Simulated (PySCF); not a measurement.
**GeHF (SMILES [F][GeH]): CISD/STO-6G**

Aim: the vertical singlet–triplet gap of GeHF at CISD/STO-6G, from 2 runs. The job is set up through a Python script.

The calculation is run with PySCF 2.14.0.

4 further runs of the same task are left out: 4 set aside as unsound or not needed.

## (1) The system as given

GeHF has 3 atoms, charge 0, and is taken as a singlet. As SMILES, `[F][GeH]`. The shape is that of a PBE0-D4/def2-TZVP optimisation.

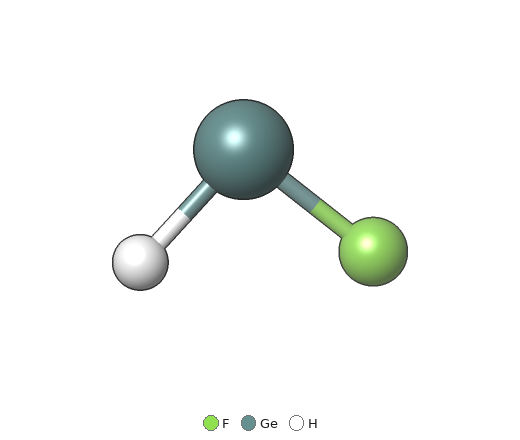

The structure, seen from a chosen angle (fluorine green, germanium teal, hydrogen white).

## (2) The energy at CISD/STO-6G

Input file input.py:

```python
# [F][GeH]
from pyscf import gto, scf, ci

mol = gto.M(
    atom='''
F    0.672100   1.012600   0.469700
Ge  -0.657900   0.195200  -0.335600
H   -0.025200  -1.272700  -0.147400
''',
    max_memory=1860,
    charge=0,
    basis='sto-6g',
    verbose=3,
)

mf = scf.RHF(mol)
mf.conv_tol = 1e-10
mf.kernel()
if not mf.converged:
    mf = mf.newton().run(mf.mo_coeff, mf.mo_occ)

cisd = ci.CISD(mf, frozen=10)
cisd.kernel()
e_final = cisd.e_tot
print('Final energy', e_final)
```

Launch:

```bash
$ OMP_NUM_THREADS=1 python input.py
```

What it wrote:

```text
converged SCF energy = -2163.7617923589
E(RCISD) = -2163.832723315486  E_corr = -0.07093095658202442
Final energy -2163.8327233154864
```

It took 1.6 s on 1 thread of Arm Neoverse N1, shared host; peak memory 0.1 GiB.

## (3) The triplet at the same level

Input file calc.py:

```python
from pyscf import gto, scf, ci

mol = gto.M(
    atom='''
F    0.672100   1.012600   0.469700
Ge  -0.657900   0.195200  -0.335600
H   -0.025200  -1.272700  -0.147400
''',
    max_memory=1860,
    spin=2,
    verbose=3,
    basis='sto-6g',
)

mf = scf.UHF(mol)
mf.conv_tol = 1e-10
mf.kernel()
if not mf.converged:
    mf = mf.newton().run(mf.mo_coeff, mf.mo_occ)

cisd = ci.CISD(mf, frozen=10)
cisd.kernel()
energy = cisd.e_tot
print(f'total energy: {energy:.8f} hartree')
```

Launch:

```bash
$ OMP_NUM_THREADS=1 python calc.py
```

What it wrote:

```text
WARN: HOMO -0.247501511220809 >= LUMO -0.43809221600965

converged SCF energy = -2163.70956891221  <S^2> = 2.0044789  2S+1 = 3.0029845
E(UCISD) = -2163.767205923038  E_corr = -0.05763701082546052
total energy: -2163.76720592 hartree
```

Run time: 1.8 s. Hardware: 1 thread of Arm Neoverse N1, shared host; peak memory 0.1 GiB.

## (4) Summary of results

At CISD/STO-6G, 10 core orbitals frozen:

| quantity | value |
| --- | --- |
| singlet: total energy | -2163.83272 Eh |
| singlet: dipole moment (Hartree–Fock density) | 0.78 D |
| singlet: HOMO energy (Hartree–Fock orbitals) | -6.50 eV |
| singlet: LUMO energy (Hartree–Fock orbitals) | 4.79 eV |
| singlet: HOMO–LUMO gap (Hartree–Fock orbitals) | 11.29 eV |
| singlet: correlation energy (10 core orbitals frozen) | -70.9 mEh |
| triplet: total energy | -2163.76721 Eh |
| triplet: dipole moment (Hartree–Fock density) | 2.26 D |
| triplet: HOMO energy (Hartree–Fock orbitals) (highest over α and β) | -5.09 eV |
| triplet: LUMO energy (Hartree–Fock orbitals) (lowest over α and β) | 3.40 eV |
| triplet: correlation energy (10 core orbitals frozen) | -57.6 mEh |
| triplet: ⟨S²⟩ of the reference determinant | 2.004 |
| vertical energy of the triplet above the singlet | 1.783 eV |

In words: At this shape the triplet lies 1.78 eV (41 kcal/mol) above the singlet. In a minimal basis such a difference can be off by several eV, whatever the method. Mulliken charges (triplet) of the mean-field density run from -0.30 on F1 to +0.42 on Ge2; they depend strongly on the basis.
